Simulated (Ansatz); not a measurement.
# C$_{6}$H$_{12}$O: molecular dynamics (part 2 of 2)

The same run, continued: C$_{6}$H$_{12}$O, SMILES CCCCCC=O; RKS revPBE-d3bj/def2-SVP (Ansatz 0.2.0). The geometry comes from this level: PBE0-D4/def2-TZVP.

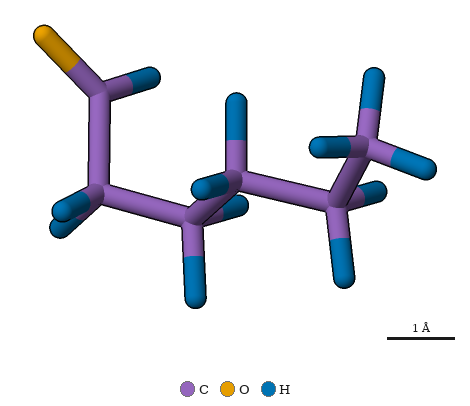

The geometry at step 25 of the log (stick view, seen at a tilt).

```
Total energy: -8456.08541102 eV, -310.7554071146 hartree
Atom 0 at     2.804964    -0.661571    -0.530669 Å, force    -0.957779    -1.083352     0.380137 eV/Å
Atom 1 at     1.289434    -1.098344    -0.619415 Å, force    -0.503708    -0.879856    -1.070159 eV/Å
Atom 2 at     0.223456    -0.336301     0.240190 Å, force     1.690670     2.785436    -0.129508 eV/Å
Atom 3 at    -1.301013    -0.464451     0.013011 Å, force     0.505632    -2.377562     0.106906 eV/Å
Atom 4 at    -1.994442     0.633660     0.854802 Å, force    -2.002369    -0.041740    -0.113782 eV/Å
Atom 5 at    -1.794335     2.081842     0.211959 Å, force     0.576066    -2.218422     0.938103 eV/Å
Atom 6 at    -1.828840     3.068695     0.890017 Å, force    -0.183969     1.361043     0.312794 eV/Å
Atom 7 at     2.874559     0.320635    -1.037687 Å, force     0.400163     0.061473     0.186087 eV/Å
Atom 8 at     3.067765    -0.596708     0.567552 Å, force     0.264481     0.129158    -0.759650 eV/Å
Atom 9 at     3.470296    -1.444398    -1.068902 Å, force    -0.780894     1.061792     0.739209 eV/Å
Atom 10 at     1.056739    -1.148557    -1.742803 Å, force    -0.221058     0.311657     0.995897 eV/Å
Atom 11 at     1.156280    -2.164599    -0.291751 Å, force     0.378692     0.137130    -0.157324 eV/Å
Atom 12 at     0.370474     0.841988     0.123860 Å, force     0.436473    -1.765177     0.275715 eV/Å
Atom 13 at     0.526555    -0.583623     1.320439 Å, force    -0.666383     0.451245    -0.824094 eV/Å
Atom 14 at    -1.584479    -0.337499    -1.117999 Å, force     0.423320    -0.441412     1.602844 eV/Å
Atom 15 at    -1.447317    -1.606879     0.394211 Å, force    -0.788767     2.231502    -0.995084 eV/Å
Atom 16 at    -1.758750     0.572083     1.992119 Å, force    -0.051520     0.426249    -1.574483 eV/Å
Atom 17 at    -3.178321     0.531978     0.804285 Å, force     1.737339    -0.074637     0.057893 eV/Å
Atom 18 at    -1.558955     2.098223    -0.901084 Å, force    -0.256388    -0.074527     0.028501 eV/Å
Dipole moment:     0.037893    -0.441234    -0.185589 e Å
```

Trajectory as extended XYZ (Å, eV, eV/Å), 5 of the 51 frames kept, from step=0 to step=50
```
19
Properties=species:S:1:pos:R:3:forces:R:3 step=0 time_fs=0.0 energy=-8457.13431 temperature=1000.0
C     2.6933   -0.7840   -0.4553   -0.1235  -0.0748  -0.0491
C     1.2096   -1.0701   -0.6066    0.1541   0.1481   0.1023
C     0.3363   -0.0953    0.1650   -0.0907  -0.1724  -0.1247
C    -1.1497   -0.3802    0.0208    0.0134   0.1096   0.1528
C    -2.0237    0.5953    0.8030    0.0489  -0.1448  -0.1704
C    -1.9401    1.9860    0.2506   -0.1739  -0.6367  -0.2745
O    -1.7273    2.9778    0.8913    0.2964   1.3531   0.8612
H     2.9396    0.2187   -0.8154    0.1445   0.5079  -0.1732
H     3.0003   -0.8408    0.5927    0.1751  -0.0194   0.5263
H     3.2993   -1.4973   -1.0182    0.3356  -0.3569  -0.2836
H     0.9342   -1.0386   -1.6672   -0.1482  -0.0076  -0.5199
H     0.9942   -2.0907   -0.2691   -0.1189  -0.5065   0.1439
H     0.5519    0.9273   -0.1696    0.1015   0.4879  -0.1394
H     0.6079   -0.1225    1.2274    0.1320   0.0085   0.5049
H    -1.4286   -0.3471   -1.0398   -0.1373  -0.0047  -0.5070
H    -1.3635   -1.3996    0.3567   -0.1026  -0.5135   0.1369
H    -1.7614    0.6200    1.8633    0.1135   0.0357   0.5303
H    -3.0749    0.2888    0.7221   -0.5106  -0.1597  -0.0263
H    -2.0975    2.0522   -0.8517   -0.1093  -0.0539  -0.6906
19
Properties=species:S:1:pos:R:3:forces:R:3 step=12 time_fs=12.0 energy=-8456.49917 temperature=721.0
C     2.6569   -0.7240   -0.4374   -2.1516   0.3216  -1.9460
C     1.1512   -1.1241   -0.6636    2.0380   0.2134   2.0191
C     0.3815   -0.1194    0.1711   -0.9779  -1.2496   0.7014
C    -1.1031   -0.4274    0.0064   -0.8710   0.7214   2.0946
C    -2.0089    0.5799    0.8285   -0.6697  -0.0812  -1.0129
C    -1.9194    2.0064    0.2567    0.6885  -1.0966   0.0935
O    -1.7416    3.0290    0.8835   -0.2800   0.1689   0.2633
H     2.8055    0.2882   -0.8411    0.1471   0.2345  -0.2331
H     2.7977   -0.6451    0.5927    0.4804   0.0932   2.4979
H     3.4005   -1.3631   -0.8322    1.1588  -1.2441  -0.8617
H     0.8061   -1.1022   -1.6691   -0.1649   0.1062  -1.7107
H     0.9151   -2.1469   -0.2690    0.2737   0.2413  -0.1580
H     0.6948    0.9381    0.0277   -0.3433  -0.0784  -0.3572
H     0.5793   -0.3377    1.2442    0.2906   0.2041   0.0218
H    -1.4259   -0.3137   -1.0138   -0.2403   0.0744  -1.2704
H    -1.3872   -1.5067    0.2916    0.5678   1.1292  -0.1419
H    -1.8652    0.7271    1.9017    0.3934  -0.5673   0.5811
H    -3.0350    0.1610    0.6645   -0.0541   0.4980   0.2036
H    -1.8433    1.9774   -0.8535   -0.2854   0.3110  -0.7845
19
Properties=species:S:1:pos:R:3:forces:R:3 step=25 time_fs=25.0 energy=-8455.83930 temperature=453.4
C     2.6273   -0.6810   -0.4433   -1.4322   0.5982  -4.0351
C     1.2180   -1.1399   -0.6871   -0.3612  -1.2318   3.5299
C     0.3419   -0.2319    0.2283    1.1727   1.7348  -0.5154
C    -1.1557   -0.3530    0.0339   -0.0010  -4.5465   0.6803
C    -2.0237    0.5627    0.8236   -0.7996   1.1395   0.2799
C    -1.8270    1.9984    0.2351   -0.8709   1.8009   2.4094
O    -1.7838    3.0642    0.8798    0.2158  -1.9722  -1.0318
H     2.7697    0.2718   -0.9804    0.2901   0.2112   0.0653
H     2.7651   -0.5481    0.5342    0.9953   0.7395   4.7901
H     3.3001   -1.3866   -0.8074    1.9339  -1.5752  -0.9191
H     1.0130   -1.0843   -1.7043   -0.9839   0.3006  -2.5774
H     1.0949   -2.2567   -0.4026    0.0240   1.1894  -0.1681
H     0.6075    0.8489   -0.1153   -0.0669  -1.0069   0.6589
H     0.7656   -0.3287    1.3004   -0.9560   0.1057  -1.0356
H    -1.3123   -0.3037   -1.0511   -0.4039  -0.1019  -0.3913
H    -1.3373   -1.5089    0.3966   -0.2244   2.1654  -1.0556
H    -1.7264    0.3688    1.8869   -0.2715   0.9883  -0.1136
H    -3.1830    0.4198    0.7840    1.4976  -0.2239  -0.2778
H    -1.9132    2.0569   -0.8825    0.2420  -0.3151  -0.2931
19
Properties=species:S:1:pos:R:3:forces:R:3 step=38 time_fs=38.0 energy=-8456.17306 temperature=613.5
C     2.7141   -0.6622   -0.4875    0.4045  -0.4163  -0.6255
C     1.2372   -1.1368   -0.6387    0.6559  -0.3867   0.0694
C     0.3097   -0.2839    0.1950   -0.2952   1.1895   2.0929
C    -1.2134   -0.4627    0.0284   -2.0957  -0.4339  -0.7550
C    -1.9891    0.6620    0.8272   -1.6370  -2.0537   1.2189
C    -1.8290    2.0011    0.2882    0.5251   0.9995  -2.0250
O    -1.8053    3.0625    0.8719   -0.0893   0.3031   0.5773
H     2.9500    0.2977   -0.9812   -0.3915   0.1843  -0.3390
H     3.0403   -0.4723    0.5367   -0.2750  -0.1412   0.8519
H     3.4885   -1.3692   -0.8749   -0.4498  -0.0794  -0.1236
H     0.8600   -0.9607   -1.6631    0.3710  -0.3205  -0.4397
H     1.1467   -2.2558   -0.4323   -0.0237   0.9355  -0.0276
H     0.6033    0.8569   -0.0007   -0.7388  -1.8251   0.2551
H     0.4522   -0.4052    1.3422    0.3385   0.0665  -1.2812
H    -1.5514   -0.2898   -1.0656    0.6068  -0.0864   0.9281
H    -1.7988   -1.5325    0.2260    2.0429   2.0992   0.0213
H    -1.7951    0.8345    1.9504   -0.2699  -1.0403  -0.9699
H    -3.1153    0.3583    0.6252    1.4416   0.7375   0.7381
H    -1.6772    1.9629   -0.8406   -0.1205   0.2683  -0.1665
19
Properties=species:S:1:pos:R:3:forces:R:3 step=50 time_fs=50.0 energy=-8456.08536 temperature=605.0
C     2.8050   -0.6616   -0.5307   -0.9578  -1.0834   0.3801
C     1.2894   -1.0983   -0.6194   -0.5037  -0.8799  -1.0702
C     0.2235   -0.3363    0.2402    1.6907   2.7854  -0.1295
C    -1.3010   -0.4645    0.0130    0.5056  -2.3776   0.1069
C    -1.9944    0.6337    0.8548   -2.0024  -0.0417  -0.1138
C    -1.7943    2.0818    0.2120    0.5761  -2.2184   0.9381
O    -1.8288    3.0687    0.8900   -0.1840   1.3610   0.3128
H     2.8746    0.3206   -1.0377    0.4002   0.0615   0.1861
H     3.0678   -0.5967    0.5676    0.2645   0.1292  -0.7597
H     3.4703   -1.4444   -1.0689   -0.7809   1.0618   0.7392
H     1.0567   -1.1486   -1.7428   -0.2211   0.3117   0.9959
H     1.1563   -2.1646   -0.2918    0.3787   0.1371  -0.1573
H     0.3705    0.8420    0.1239    0.4365  -1.7652   0.2757
H     0.5266   -0.5836    1.3204   -0.6664   0.4512  -0.8241
H    -1.5845   -0.3375   -1.1180    0.4233  -0.4414   1.6028
H    -1.4473   -1.6069    0.3942   -0.7888   2.2315  -0.9951
H    -1.7588    0.5721    1.9921   -0.0515   0.4262  -1.5745
H    -3.1783    0.5320    0.8043    1.7373  -0.0746   0.0579
H    -1.5590    2.0982   -0.9011   -0.2564  -0.0745   0.0285
```

The run was set up as follows.

The input
```yaml
crystal:
  periodic: [false, false, false]
  atoms:
    - {symbol: C, position_ang: [2.693313, -0.783981, -0.455335]}
    - {symbol: C, position_ang: [1.209625, -1.070079, -0.606590]}
    - {symbol: C, position_ang: [0.336337, -0.095328, 0.165010]}
    - {symbol: C, position_ang: [-1.149724, -0.380176, 0.020794]}
    - {symbol: C, position_ang: [-2.023652, 0.595291, 0.803006]}
    - {symbol: C, position_ang: [-1.940129, 1.985997, 0.250580]}
    - {symbol: O, position_ang: [-1.727262, 2.977824, 0.891317]}
    - {symbol: H, position_ang: [2.939593, 0.218745, -0.815401]}
    - {symbol: H, position_ang: [3.000346, -0.840827, 0.592671]}
    - {symbol: H, position_ang: [3.299291, -1.497336, -1.018228]}
    - {symbol: H, position_ang: [0.934229, -1.038644, -1.667229]}
    - {symbol: H, position_ang: [0.994172, -2.090692, -0.269149]}
    - {symbol: H, position_ang: [0.551938, 0.927313, -0.169641]}
    - {symbol: H, position_ang: [0.607923, -0.122471, 1.227447]}
    - {symbol: H, position_ang: [-1.428618, -0.347082, -1.039785]}
    - {symbol: H, position_ang: [-1.363531, -1.399577, 0.356747]}
    - {symbol: H, position_ang: [-1.761438, 0.620026, 1.863343]}
    - {symbol: H, position_ang: [-3.074913, 0.288816, 0.722137]}
    - {symbol: H, position_ang: [-2.097503, 2.052180, -0.851704]}
basis:
  gaussian: {orbitals: def2-SVP}
hamiltonian: {xc: {name: revPBE}, dispersion: d3bj}
md: {timestep: 1 fs, n_steps: 50, ensemble: nvt_nose_hoover, temperature: 1000, initial_velocities: maxwell_boltzmann, seed: 809}
```

Run as:
```bash
ansatz run in.yaml --threads 2 --pin off --events-out ev --progress --plain --max-ram 20480MiB --backend cpu
```

Results in brief

```csv
quantity,value
outcome,finished
mean temperature over the second half,550 K
trajectory,"50 steps, 50 fs"
ensemble,nvt_nose_hoover
temperature in the input,1000 K
time step,1 fs
potential energy (last step),−8456.0854 eV
mean-field energy (last step),−8455.0786 eV
dispersion energy (last step),−1.0068 eV
SCF solution under orbital rotations (last step),stable
largest force (length of the vector) (last step),3.261 eV/Å
dipole moment (last step),2.31 D
hardware,"2 CPU threads, shared host"
wall time,2.4 min (CPU time 4.4 min)
peak memory,0.84 GiB
```

So short a trajectory is not equilibrated. The temperature stays far from the 1000 K of the thermostat over the second half: the run isn't equilibrated.
